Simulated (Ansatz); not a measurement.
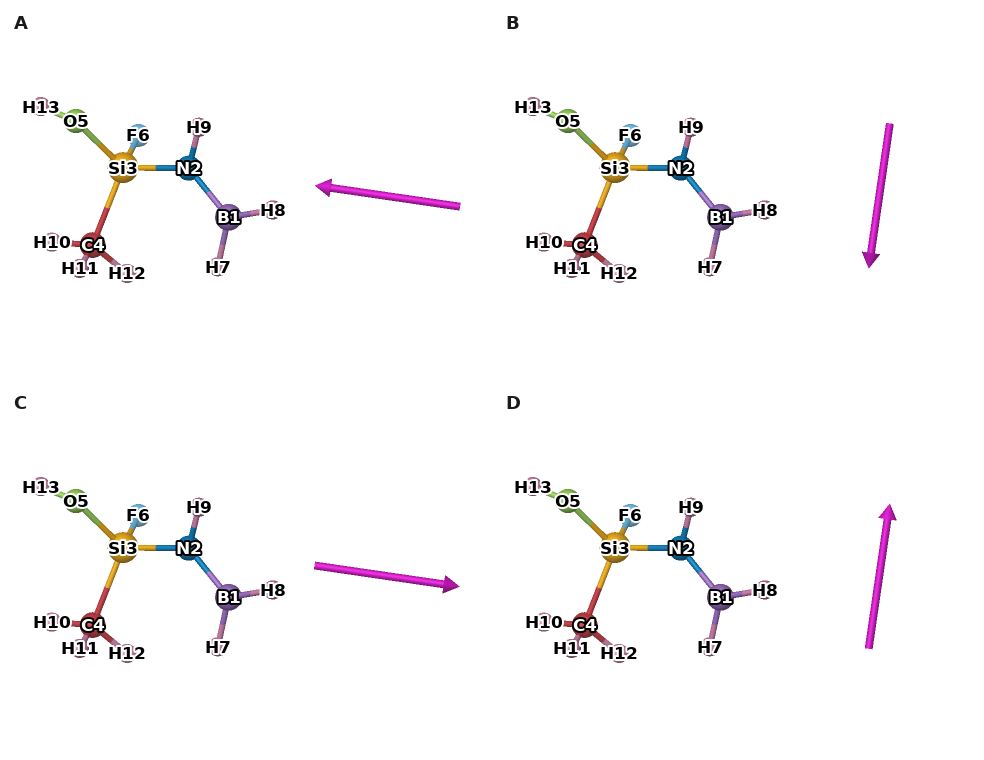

The same molecule four times, each with an arrow. The computed structure is the end point of a PBE-D4/def2-SVP optimisation. No frequency run is at hand to confirm it as a minimum. Method: RKS PBE-D4/def2-SVP (Ansatz 0.2.0).

Which arrow points along the dipole moment, from the negative to the positive end?

A. The dipole moment is 2.17 D; it points from the side of H8 to the side of H13 (the outermost atoms at the two ends).
